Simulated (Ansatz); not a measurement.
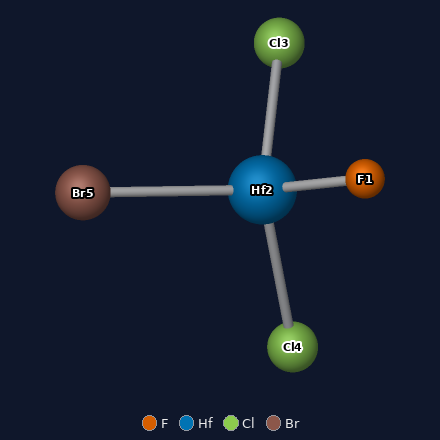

The system is BrCl₂FHf, SMILES [F][Hf]([Cl])([Cl])[Br]; the picture shows the reference structure. First axis: bond length F1–Hf2. Second axis: angle Cl4–Hf2–F1. Nothing is relaxed (all other coordinates rigid). The grid has 13 × 13 points. Points are written as (first, second). All energies are given in kJ/mol relative to the lowest grid point. Method: RHF/def2-SVP (Ansatz).

Its coordinates:

```yaml
atoms:
  - { symbol: F, position_ang: [-0.3505, -0.3710, 1.8994] }
  - { symbol: Hf, position_ang: [-0.0054, -0.0554, 0.0644] }
  - { symbol: Cl, position_ang: [1.9973, -1.1547, -0.5173] }
  - { symbol: Cl, position_ang: [-1.8049, -0.9172, -1.1915] }
  - { symbol: Br, position_ang: [0.2135, 2.4246, -0.2964] }
```

Range: bond length F1–Hf2 from 1.591 to 2.462 Å; angle Cl4–Hf2–F1 from 83.4 to 133.4°.

Question: Predict the map.

Answer: The lowest grid point is at (1.881 Å, 108.4°). It is the only kind of minimum in the scanned range. The highest grid point, (1.591 Å, 133.4°), lies 282 kJ/mol above the lowest. Round the minimum the two coordinates are weakly coupled (coupling −0.08 in units of the two stiffnesses).

```tsv
angle Cl4–Hf2–F1 ↓, bond length F1–Hf2 →	1.591	1.663	1.736	1.808	1.881	1.954	2.026	2.099	2.171	2.244	2.317	2.389	2.462
133.4	282	165	92	52	36	38	51	74	102	134	169	204	241
129.3	268	152	79	40	25	27	41	64	93	125	160	196	233
125.1	255	140	69	31	16	19	33	57	86	118	154	189	226
120.9	245	131	60	23	9	12	27	51	80	113	149	185	222
116.8	237	124	54	17	4	8	23	48	77	110	146	182	219
112.6	231	119	50	14	1	5	21	46	75	109	145	181	218
108.4	227	116	48	12	0	5	21	46	76	109	145	182	219
104.3	225	115	47	13	1	6	23	48	78	111	147	184	221
100.1	226	116	49	15	4	9	26	51	81	115	151	188	225
95.9	229	120	54	20	9	15	32	57	87	121	157	194	231
91.8	235	127	61	28	17	23	40	65	95	129	165	201	238
87.6	245	137	72	39	28	34	51	76	106	140	175	211	248
83.4	259	152	87	54	43	49	66	90	120	153	188	224	260
```

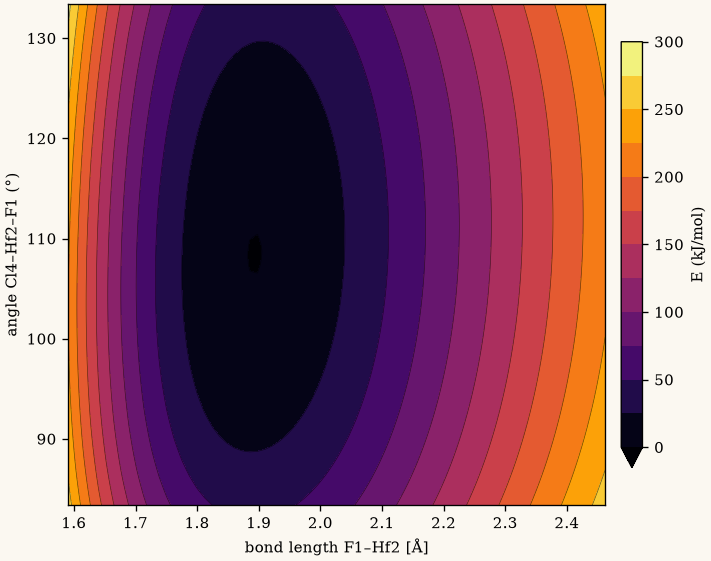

The picture shows filled contours. Between grid points the surface is interpolated.

Each point was launched as `ansatz run input.yaml --threads 1 --pin off --max-ram 2560MiB --backend cpu --events-out ev --progress --plain --runs-dir out`. Time for the 169 points that were run: 11 min on 1 thread of Arm Neoverse V1 (shared host).
